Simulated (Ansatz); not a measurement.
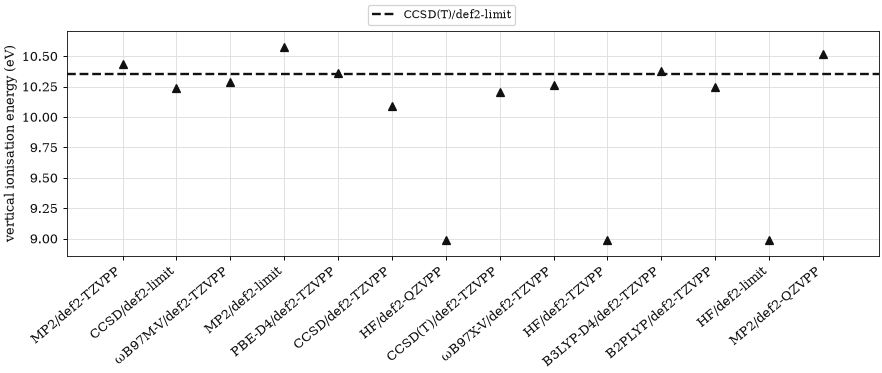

Vertical ionisation energy of C₂H₃BO, SMILES BC=C=O, taken as the energy of the cation less that of the neutral at fixed geometry (unrestricted doublet cation, cores frozen in correlated methods, no spin-orbit coupling), the Ansatz code 0.2.0, at a PBE0-D4/def2-TZVP geometry (a minimum by its frequencies). Limit means an estimate of the basis limit from triple and quadruple zeta; for coupled cluster it is either extrapolated directly or built as the MP2 limit plus the step from MP2 in triple zeta. B2PLYP/def2-TZVPP holds a correlation term that converges slowly with the basis, so part of the distance to the limit is basis error. The distance of MP2/def2-TZVPP, CCSD/def2-TZVPP, CCSD(T)/def2-TZVPP and MP2/def2-QZVPP to the limit includes basis error.

Which level comes closest to the line (CCSD(T)/def2-limit), and which misses most?

Closest PBE-D4/def2-TZVPP (10.36 eV), against 10.35 eV; farthest HF/def2-TZVPP (8.98 eV).

Give the values.

| level | eV | less CCSD(T)/def2-limit |
| --- | --- | --- |
| MP2/def2-TZVPP | 10.44 | 0.08 |
| CCSD/def2-limit | 10.24 | −0.12 |
| ωB97M-V/def2-TZVPP | 10.29 | −0.07 |
| MP2/def2-limit | 10.58 | 0.23 |
| PBE-D4/def2-TZVPP | 10.36 | 0.01 |
| CCSD/def2-TZVPP | 10.09 | −0.26 |
| HF/def2-QZVPP | 8.99 | −1.37 |
| CCSD(T)/def2-TZVPP | 10.21 | −0.14 |
| ωB97X-V/def2-TZVPP | 10.27 | −0.09 |
| HF/def2-TZVPP | 8.98 | −1.37 |
| B3LYP-D4/def2-TZVPP | 10.37 | 0.02 |
| B2PLYP/def2-TZVPP | 10.25 | −0.10 |
| HF/def2-limit | 8.99 | −1.37 |
| MP2/def2-QZVPP | 10.52 | 0.17 |
| CCSD(T)/def2-limit | 10.35 | 0.00 |
